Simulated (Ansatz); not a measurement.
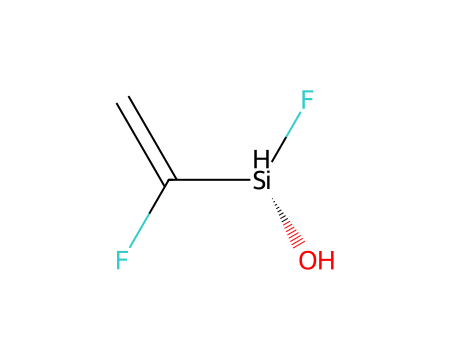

The picture comes from a calculation with Ansatz.

A structural formula.

Give its SMILES.

Answer. C=C(F)[Si@@H](O)F

Give the formula, hydrogens included.

Answer. C2H4F2OSi.

An optimisation with PBE0-D4/def2-TZVP gave a structure of which point group?

Answer. C1.
